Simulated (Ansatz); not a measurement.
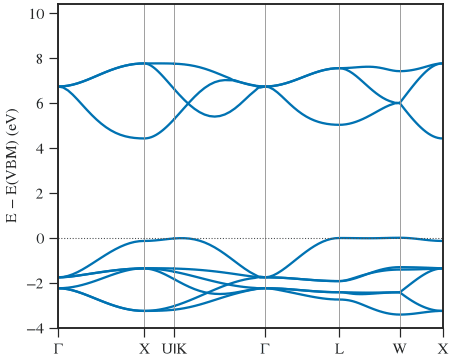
Figure. Band structure from plane-wave PAW PBE (Ansatz code)

Read off the gap and where the band edges lie.

About 4.4 eV (4.42 eV by a search for the band edges); maximum at W, minimum at X.

The material is PbF2 (fluorite, space group No. 225).

Space group Fm-3m (fluorite). Symmetry was held in the PBE relaxation; phonons on a q-mesh show no instability. Scalar-relativistic: spin–orbit coupling is off unless named, which matters more the heavier the elements.

Potentials: the later of the program's two PAW sets.
